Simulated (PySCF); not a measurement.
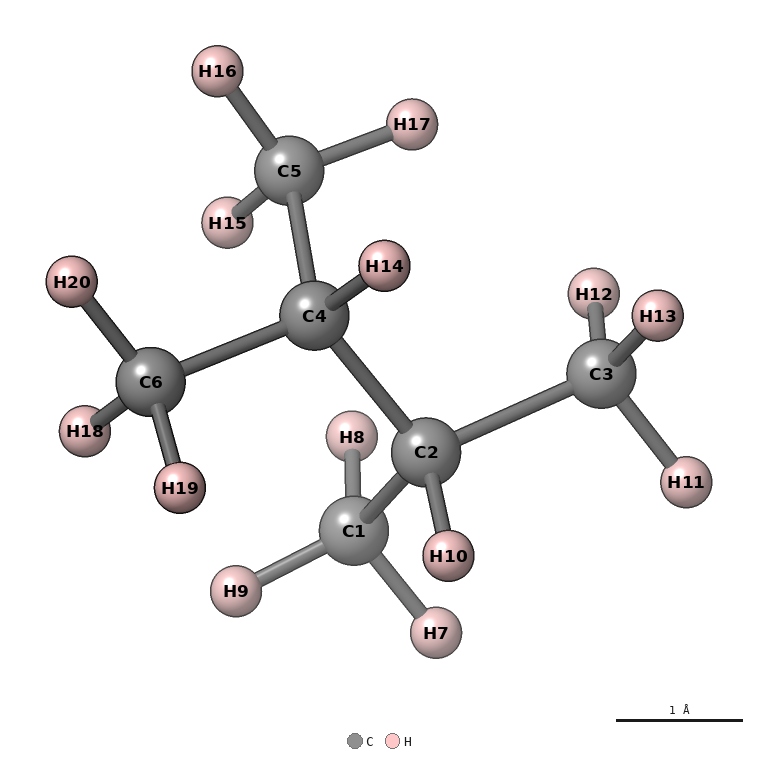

Orthographic view. Atoms fade into the background with distance from the viewer. Geometry: a frame of a GFN2-xTB molecular-dynamics simulation, not a minimum.

Write a MOL file (V2000) with the atoms in numerical order, bonds sorted by atom number with the orders drawn, and coordinates in the frame of the picture: x right, y up, z towards the viewer, origin at the mean position.

```
C6H14
                    3D

 20 19  0  0  0  0  0  0  0  0999 V2000
   -0.0200   -1.2800   -1.1600 C   0  0  0  0  0  0  0  0  0  0  0  0
    0.5600   -0.6500    0.1100 C   0  0  0  0  0  0  0  0  0  0  0  0
    1.9600   -0.0200   -0.2200 C   0  0  0  0  0  0  0  0  0  0  0  0
   -0.3300    0.4400    0.7500 C   0  0  0  0  0  0  0  0  0  0  0  0
   -0.5400    1.6000   -0.2300 C   0  0  0  0  0  0  0  0  0  0  0  0
   -1.6400   -0.0900    1.2400 C   0  0  0  0  0  0  0  0  0  0  0  0
    0.6400   -2.0900   -1.4400 H   0  0  0  0  0  0  0  0  0  0  0  0
   -0.0300   -0.5200   -1.9000 H   0  0  0  0  0  0  0  0  0  0  0  0
   -0.9600   -1.7600   -1.0700 H   0  0  0  0  0  0  0  0  0  0  0  0
    0.7400   -1.4800    0.8200 H   0  0  0  0  0  0  0  0  0  0  0  0
    2.6400   -0.8900   -0.5400 H   0  0  0  0  0  0  0  0  0  0  0  0
    1.9000    0.6200   -1.1000 H   0  0  0  0  0  0  0  0  0  0  0  0
    2.4100    0.4400    0.6900 H   0  0  0  0  0  0  0  0  0  0  0  0
    0.2300    0.8400    1.6200 H   0  0  0  0  0  0  0  0  0  0  0  0
   -1.0300    1.1900   -1.1200 H   0  0  0  0  0  0  0  0  0  0  0  0
   -1.1100    2.4000    0.2100 H   0  0  0  0  0  0  0  0  0  0  0  0
    0.4500    1.9700   -0.5700 H   0  0  0  0  0  0  0  0  0  0  0  0
   -2.1700   -0.4800    0.3800 H   0  0  0  0  0  0  0  0  0  0  0  0
   -1.4100   -0.9300    1.9100 H   0  0  0  0  0  0  0  0  0  0  0  0
   -2.2700    0.7100    1.6400 H   0  0  0  0  0  0  0  0  0  0  0  0
  1  2  1  0
  1  7  1  0
  1  8  1  0
  1  9  1  0
  2  3  1  0
  2  4  1  0
  2 10  1  0
  3 11  1  0
  3 12  1  0
  3 13  1  0
  4  5  1  0
  4  6  1  0
  4 14  1  0
  5 15  1  0
  5 16  1  0
  5 17  1  0
  6 18  1  0
  6 19  1  0
  6 20  1  0
M  END
```
